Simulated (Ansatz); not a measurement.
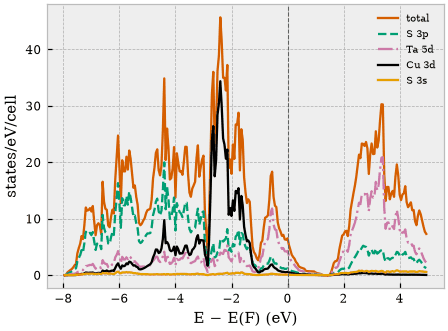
Total and projected density of states of Ta$_{3}$Cu$_{2}$S$_{6}$ in space group Cmc2_1 (No. 36; Pearson symbol oS44), plane-wave PAW r²SCAN (Ansatz code)

### Question
Which orbitals carry the states next to the Fermi level?

### Answer
Within 0.5 eV of the Fermi level: Ta 5d 65 %, S 3p 18 %, Cu 3d 9 %. Projections are on Löwdin-orthogonalised atomic valence shells; empty p or d shells of many metals are not among them.

### Question
Where is the tallest occupied peak in this window, and what makes it?

### Answer
Near -2.4 eV, about 46 states/eV per cell; the largest projected share is Cu 3d.

The workflow started from a Materials Project entry (that database holds measured and hypothetical structures alike); the Crystallography Open Database copy checked does not list it. Whether it is the stable phase at ambient conditions was not checked. The r²SCAN relaxation kept the symmetry of its start; whether a distortion lowers the energy is not shown. The run is not spin-polarised. Spin–orbit coupling is left out wherever it is not named.

Potentials: the later of the program's two PAW sets.
